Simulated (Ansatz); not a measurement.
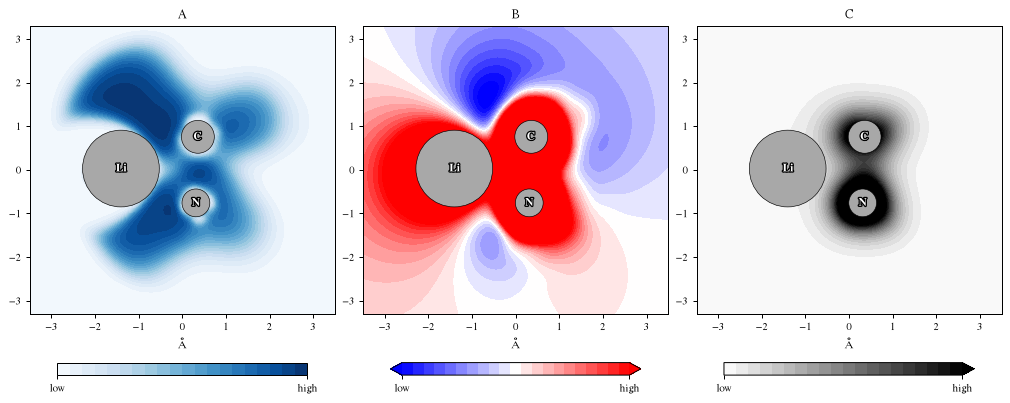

CH4LiN (SMILES [Li-]1[CH2][NH2+]1): 3 fields on the plane of atoms Li2, C1 and N3, with unlabelled colour scales. Grey discs cover the atomic cores.

Geometry: PBE0-D3(BJ)/def2-SVP.

Theory: Ansatz 0.2.0, isolated molecule in a Gaussian basis; Kohn-Sham density functional theory, functional PBE0.

```csv
atom,x (Å),y (Å),z (Å)
C,1.5106,1.4343,0.5119
Li,-0.2648,0.9057,0.9674
N,1.1281,0.0562,0.0139
H,2.1896,1.2865,1.3726
H,2.0892,1.9888,-0.2467
H,0.9868,0.0814,-0.9959
H,1.8332,-0.6693,0.1642
```

Q: The panels show electron density, electron localisation function and electrostatic potential in some order. Assign them.

A: Panel A: electron localisation function. Panel B: electrostatic potential (strongly positive close to the atoms, with negative regions outside electron-rich atoms). Panel C: electron density. From the grid: C–N (1.51 Å): the density is about 1.6 e/Å³ at the midpoint; the ELF peaks at about 0.90 between the atoms: a covalent bond. Li–N (1.89 Å): ρ at the midpoint is about 0.47 e/Å³; the ELF peaks at about 0.85 in the valence shell of N, 0.6 Å from its nucleus, and is about 0.60 at the midpoint.
